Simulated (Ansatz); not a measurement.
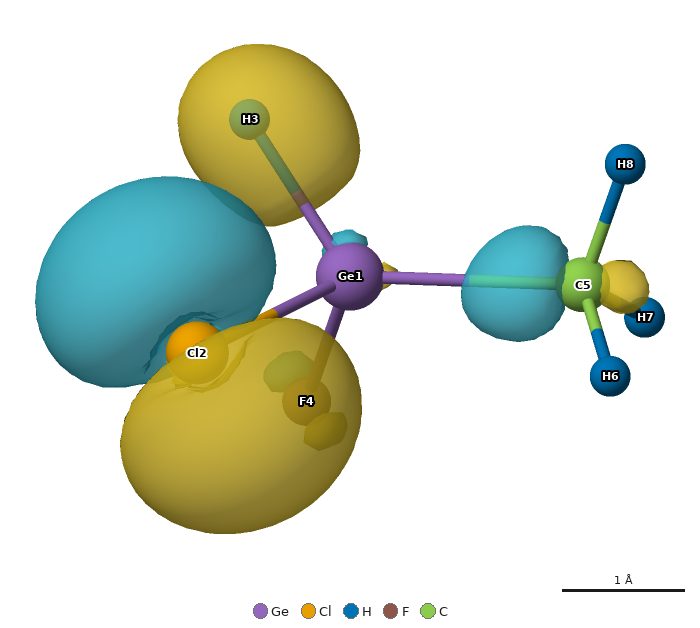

Figure. CH₄ClFGe. The HOMO at ±0.15 Å⁻³ᐟ² (yellow and cyan are the two phases), seen from one side.

Not at a stationary point (largest force 1.1 eV/Å).

All numbers below come from RKS B3LYP-D4/def2-SVP in Ansatz 0.2.0.

```xyz
8

Ge    0.2295   -0.0855   -0.0293
Cl    0.8398   -0.1042    2.0740
H     1.7055    0.1043   -0.3843
F    -0.6819    1.3718   -0.3216
C    -0.8507   -1.5930   -0.5909
H    -1.3957   -2.0068    0.2703
H    -1.5660   -1.2513   -1.3530
H    -0.1973   -2.3696   -1.0195
```

Q: Describe this orbital and give its energy.

A: By Hirshfeld shares it lies mainly on Cl2 (about 75 %), Ge1 (about 10 %) and H3 (about 10 %); largely a lone pair of Cl2. Its energy is −8.02 eV.
